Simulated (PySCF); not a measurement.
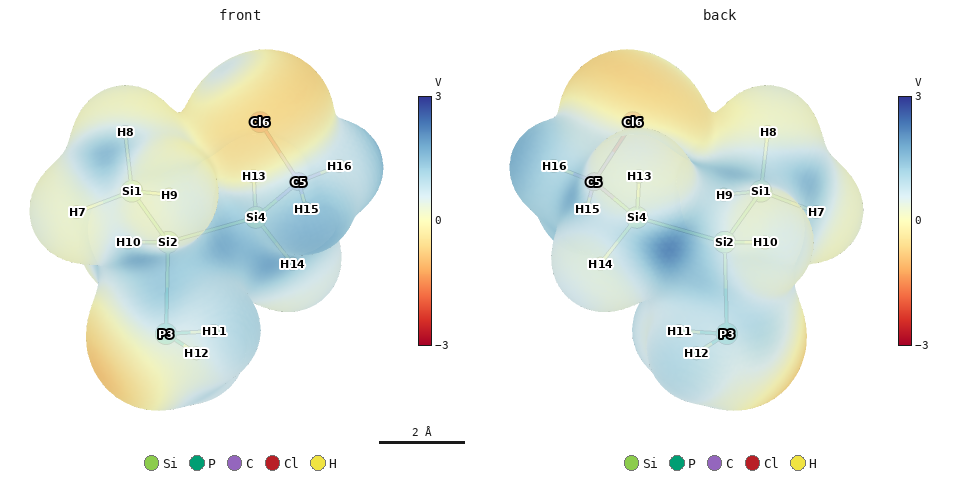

Figure. CH$_{10}$ClPSi$_{3}$. The electrostatic potential painted on the density surface at 0.004 e/bohr³, seen from the front and from behind; red is negative and blue positive.

Geometry: GFN2-xTB.

The calculation used PBE0/def2-SVPD, SCF density, gas phase (PySCF 2.14.0).

```xyz
16

Si   -1.5417    1.8720    0.1271
Si   -1.0262   -0.2958   -0.5880
P    -2.1398   -1.7011    0.7883
Si    1.2168   -0.9349   -0.8325
C     2.2622    0.1500    0.3572
Cl    1.9854    1.8693   -0.0502
H    -2.9868    2.1002    0.2162
H    -0.9976    2.8547   -0.8073
H    -0.9907    2.1413    1.4573
H    -1.6879   -0.5928   -1.8780
H    -1.2415   -1.5853    1.8329
H    -1.5309   -2.8516    0.3279
H     1.7826   -0.7078   -2.1663
H     1.5681   -2.3176   -0.4624
H     1.9897    0.0319    1.4035
H     3.3306   -0.0235    0.2630
```

Q: Where is the surface potential most negative and most positive?

A: The most negative region (about −0.8 V, or −18 kcal/mol for a unit charge) lies over P3, the most positive (about +2.0 V, or +46 kcal/mol for a unit charge) over Si4. Cl6 shows a σ-hole: about +0.6 V, or +14 kcal/mol for a unit charge at the tip opposite its bond, against about −0.4 V, or −9 kcal/mol for a unit charge on its flanks.

Q: What dipole moment does the calculation give?

A: Its dipole moment is 1.73 D.
